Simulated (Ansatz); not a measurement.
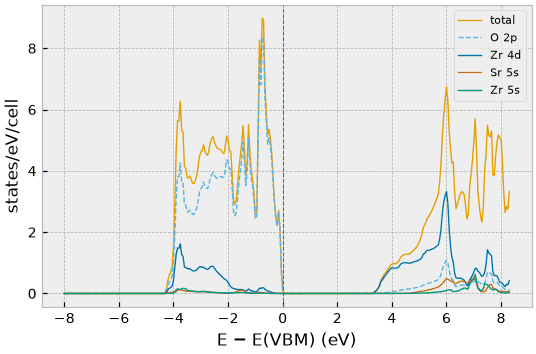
*Total and projected density of states of SrZrO$_{3}$ (cubic perovskite, space group No. 221), plane-wave PAW LDA (Ansatz code)*

### Question
Which orbitals carry the states next to the gap?

### Answer
Top 1 eV of the valence band: O 2p 94 %. Bottom 1 eV of the conduction band: Zr 4d 86 %, O 2p 6 %, outside the projected shells 8 %. Projections are on Löwdin-orthogonalised atomic valence shells; empty p or d shells of many metals are not among them.

### Question
Where is the tallest occupied peak in this window, and what makes it?

### Answer
Near -0.7 eV, about 9.0 states/eV per cell; the largest projected share is O 2p.

Space group Pm-3m (cubic perovskite). The first step of the workflow began from a Materials Project structure, measured or hypothetical; the Crystallography Open Database files this formula in space group No. 221, but the cells were not matched. Its standing as an ambient phase is unchecked. The cell was relaxed with LDA under the symmetry of its start. At this level the phase is dynamically unstable (imaginary phonons). No spin polarisation was allowed. Spin–orbit coupling is left out wherever it is not named.

Potentials: the later of the program's two PAW sets.
